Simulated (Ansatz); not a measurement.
# One shape, several levels: [PH2]− (phosphanide)

Wanted: a comparison of 6 runs (B3LYP/3-21G, BLYP/3-21G, SVWN5/6-31G*, MP2/6-31G*, CCSDT/6-31G*, CCSD(T)/3-21G) of [PH2]− (phosphanide). 

The calculation is run with Ansatz 0.2.0.

2 further runs of the same task are left out: 2 that didn't finish.

## (1) The molecule

[PH2]−: 3 atoms, total charge -1, spin state singlet. As SMILES, `[PH2-]`. The H2–P1 distance was set to 3.363 Å, away from the relaxed value. At this shape a bond of the SMILES string is far longer than usual.

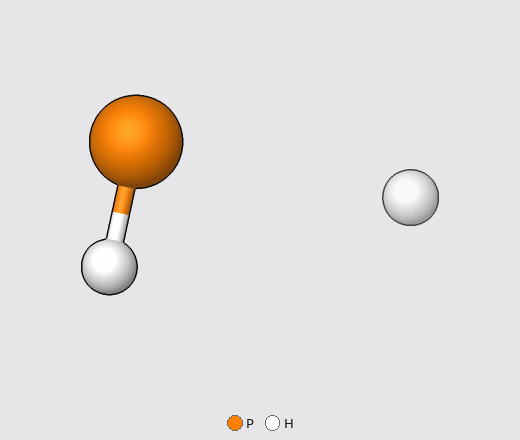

The structure, seen from a chosen angle (phosphorus orange, hydrogen white).

## (2) The energy at B3LYP/3-21G (run 1)

File job.yaml:

```yaml
crystal:
  periodic: [false, false, false]
  atoms:
    - symbol: P
      position_ang: [1.088916, -2.219282, 0.364930]
    - symbol: H
      position_ang: [0.105590, 0.990220, 0.165130]
    - symbol: H
      position_ang: [-0.014504, -2.622352, -0.290300]
basis:
  gaussian: {orbitals: 3-21G.json}
total_charge: -1
hamiltonian: {xc: {name: B3LYP}}
accuracy: high
```

The basis set 3-21G is read from a file made from the Basis Set Exchange's data (not shown).

The run is started by

```bash
ansatz run job.yaml --threads 1 --pin off --max-ram 2610MiB --events-out events.jsonl --progress --plain --runs-dir runs
```

Log:

```text
Warning: RAYON_NUM_THREADS=1 ignored (pool sized by the plan → 1); use --threads N
Functional definition: B3LYP
  name "B3LYP"
  parameter a0 = 0.2
  parameter ax = 0.72
  parameter ac = 0.81
  exchange = (1 - a0 - ax)*slater_x + ax*b88_x + a0*exact_x
  correlation = (1 - ac)*vwn_rpa_c + ac*lyp_c
311 factors; integrals over basis functions are off by at most 3.5e-9 eV
mean field evaluation 1: about -9266.3867 eV, gradient 1.9e1 eV
mean field evaluation 2: about -9252.1791 eV, gradient 4.0e1 eV
mean field evaluation 4: about -9269.5436 eV, gradient 5.1e0 eV
mean field evaluation 8: about -9269.7396 eV, gradient 6.5e-2 eV
mean field evaluation 16: about -9269.7345 eV, gradient 5.3e-6 eV
mean field -9269.73454956 eV, -340.6564614448 hartree, gradient 3.8e-8 eV, S^2 0.000000; 1 other end points of the search recorded, 0 dependent functions left out
reference -9269.73457823 eV, -340.6564624982 hartree; 9, 9 occupied and 8, 8 virtual orbitals, 311 factors
Total energy: -9269.73457823 eV, -340.6564624982 hartree
```

Run time: 0.56 s. Hardware: 1 thread of Arm Neoverse V1, shared host.

## (3) A single-point energy at BLYP/3-21G (run 2)

File input.yaml:

```yaml
crystal:
  periodic: [false, false, false]
  atoms:
    - {symbol: P, position_ang: [1.088916, -2.219282, 0.364930]}
    - {symbol: H, position_ang: [0.105590, 0.990220, 0.165130]}
    - {symbol: H, position_ang: [-0.014504, -2.622352, -0.290300]}
basis:
  gaussian: {orbitals: 3-21G.json}
accuracy: high
hamiltonian: {xc: {name: BLYP}}
total_charge: -1
```

The basis set 3-21G is read from a file made from the Basis Set Exchange's data (not shown).

The run is started by

```bash
ansatz run input.yaml --threads 1 --pin off --max-ram 2610MiB --events-out events.jsonl --progress --plain --runs-dir runs
```

Log:

```text
Warning: RAYON_NUM_THREADS=1 ignored (pool sized by the plan → 1); use --threads N
Functional definition: BLYP
  name "BLYP"
  parameter beta = 0.0042
  parameter a = 0.04918
  parameter b = 0.132
  parameter c = 0.2533
  parameter d = 0.349
  exchange = b88_x(beta = beta)
  correlation = lyp_c(a = a, b = b, c = c, d = d)
311 factors; integrals over basis functions are off by at most 3.5e-9 eV
mean field evaluation 1: about -9265.0108 eV, gradient 2.0e1 eV
mean field evaluation 2: about -9249.2976 eV, gradient 4.5e1 eV
mean field evaluation 4: about -9264.2440 eV, gradient 1.4e1 eV
mean field evaluation 8: about -9269.0329 eV, gradient 1.2e-3 eV
mean field evaluation 16: about -9264.4484 eV, gradient 1.2e1 eV
mean field -9269.03290243 eV, -340.6306763881 hartree, gradient 2.7e-8 eV, S^2 0.000000; 0 other end points of the search recorded, 0 dependent functions left out
reference -9269.03294117 eV, -340.6306778119 hartree; 9, 9 occupied and 8, 8 virtual orbitals, 311 factors
Total energy: -9269.03294117 eV, -340.6306778119 hartree
```

Wall time 0.54 s (1 thread of Arm Neoverse V1, shared host).

Runs 3 to 5 aren't shown in full; the table further down has their settings and results.

## (4) The energy at CCSD(T)/3-21G (run 6)

File job.yaml:

```yaml
basis:
  gaussian:
    orbitals: 3-21G.json
crystal:
  periodic: [false, false, false]
  atoms:
    - symbol: P
      position_ang: [1.088916, -2.219282, 0.364930]
    - symbol: H
      position_ang: [0.105590, 0.990220, 0.165130]
    - symbol: H
      position_ang: [-0.014504, -2.622352, -0.290300]
total_charge: -1
correlation:
  method: ccsd_t
  frozen_orbitals: {H: 0, P: 5}
accuracy: high
scf:
  omitted_lower_state_checks: [cluster_reference, increment]
```

The basis set 3-21G is read from a file made from the Basis Set Exchange's data (not shown).

The run is started by

```bash
ansatz run job.yaml --threads 1 --pin off --max-ram 2610MiB --events-out events.jsonl --progress --plain --runs-dir runs
```

Log:

```text
Warning: RAYON_NUM_THREADS=1 ignored (pool sized by the plan → 1); use --threads N
Functional definition: HF
  name "HF"
  exchange = exact_x
  correlation = 0
these checks for a lower state are left out or cut short: cluster_reference, increment
311 factors; integrals over basis functions are off by at most 3.5e-9 eV
mean field evaluation 1: about -9248.8113 eV, gradient 1.7e1 eV
mean field evaluation 2: about -9248.8124 eV, gradient 1.7e1 eV
mean field evaluation 4: about -9250.4447 eV, gradient 1.5e0 eV
mean field evaluation 8: about -9250.4595 eV, gradient 1.5e-3 eV
mean field evaluation 16: about -9250.3873 eV, gradient 2.6e0 eV
mean field -9250.45950045 eV, -339.9481164549 hartree, gradient 8.6e-8 eV, S^2 0.000000; 2 other end points of the search recorded, 0 dependent functions left out; unrestricted orbitals would lower it
5 core orbitals not correlated: weight in the atoms' cores, before any rotation towards them, 1.000 or more for the frozen orbitals, at most 0.000 for the correlated occupied ones
reference -9250.45950045 eV, -339.9481164549 hartree; 4, 4 occupied and 8, 8 virtual orbitals, 311 factors
second order -2.03502271 eV of doubles, -0.00000000 eV of singles
cycle   1  -2.26335499 eV  change   -5.0e-1 eV  update   1.5e-1
cycle   2  -2.56714957 eV  change   -3.0e-1 eV  update   1.1e-1
cycle   3  -2.74648043 eV  change   -1.8e-1 eV  update   9.6e-2
cycle   4  -2.88326281 eV  change   -1.4e-1 eV  update   7.8e-2
cycle   5  -2.98466928 eV  change   -1.0e-1 eV  update   6.4e-2
cycle   6  -3.06414527 eV  change   -7.9e-2 eV  update   5.1e-2
cycle   7  -3.34357701 eV  change   -2.8e-1 eV  update   4.1e-2
cycle   8  -3.35314748 eV  change   -9.6e-3 eV  update   9.3e-3
cycle   9  -3.31118673 eV  change    4.2e-2 eV  update   1.6e-2
cycle  10  -3.31811374 eV  change   -6.9e-3 eV  update   9.8e-3
cycle  11  -3.32992119 eV  change   -1.2e-2 eV  update   6.0e-3
cycle  12  -3.32974917 eV  change    1.7e-4 eV  update   6.8e-4
cycle  13  -3.32873276 eV  change    1.0e-3 eV  update   6.0e-4
cycle  14  -3.32868786 eV  change    4.5e-5 eV  update   7.2e-5
cycle  15  -3.32884446 eV  change   -1.6e-4 eV  update   1.1e-4
cycle  16  -3.32884418 eV  change    2.9e-7 eV  update   5.9e-6
cycle  17  -3.32885181 eV  change   -7.6e-6 eV  update   2.1e-6
cycle  18  -3.32885063 eV  change    1.2e-6 eV  update   5.6e-7
cycle  19  -3.32884946 eV  change    1.2e-6 eV  update   2.9e-7
cycle  20  -3.32885039 eV  change   -9.3e-7 eV  update   2.0e-7
cycle  21  -3.32884976 eV  change    6.2e-7 eV  update   8.9e-8
cycle  22  -3.32884954 eV  change    2.3e-7 eV  update   2.5e-7
cycle  23  -3.32884889 eV  change    6.4e-7 eV  update   1.6e-7
cycle  24  -3.32884871 eV  change    1.9e-7 eV  update   4.3e-8
cycle  25  -3.32884862 eV  change    8.5e-8 eV  update   1.3e-8
cycle  26  -3.32884862 eV  change   -2.3e-9 eV  update   1.9e-9
cycle  27  -3.32884863 eV  change   -4.2e-9 eV  update   1.2e-9
cycle  28  -3.32884863 eV  change  -5.3e-10 eV  update  4.6e-10
perturbative correction -0.32804407 eV, -0.0120553973 hartree
WARN: these amplitudes may be one of several solutions (largest doubles amplitude 0.66, level shift 2.19 eV)
Total energy: -9254.11639315 eV, -340.0825047829 hartree
Checks for a lower state left out: cluster_reference, increment
```

Run time: 0.18 s. Hardware: 1 thread of Arm Neoverse V1, shared host.

## (5) All runs side by side

| run | level | frozen core orbitals | energy (Eh) | wall time |
| --- | --- | --- | --- | --- |
| 1 | B3LYP/3-21G | – | -340.656462 | 0.56 s |
| 2 | BLYP/3-21G | – | -340.630678 | 0.54 s |
| 3 | SVWN5/6-31G* (spherical functions) | – | -341.077032 | 0.5 s |
| 4 | MP2/6-31G* (spherical functions) | 5 | -341.784468 | 0.2 s |
| 5 | CCSDT/6-31G* (spherical functions) | 5 | -341.847435 | 0.68 s |
| 6 | CCSD(T)/3-21G | 5 | -340.082505 | 0.18 s |

## (6) Results

| quantity | value |
| --- | --- |
| run 6: total energy | -340.08250 Eh |
| run 6: correlation energy (5 core orbitals frozen) | -134.4 mEh |
| run 6: (T) correction | -12.06 mEh |
| run 6: T1 diagnostic | 0.126 |

Totals of different functionals can't be ranked against each other. In run 6 the T1 diagnostic is large, so a single reference may not serve. In runs 4, 5, 6 the log says that unrestricted orbitals would lower the reference, so the values rest on an unstable closed-shell determinant (other closed-shell runs at this shape may share the fault). All runs together took 2.7 s, the longest 0.68 s.
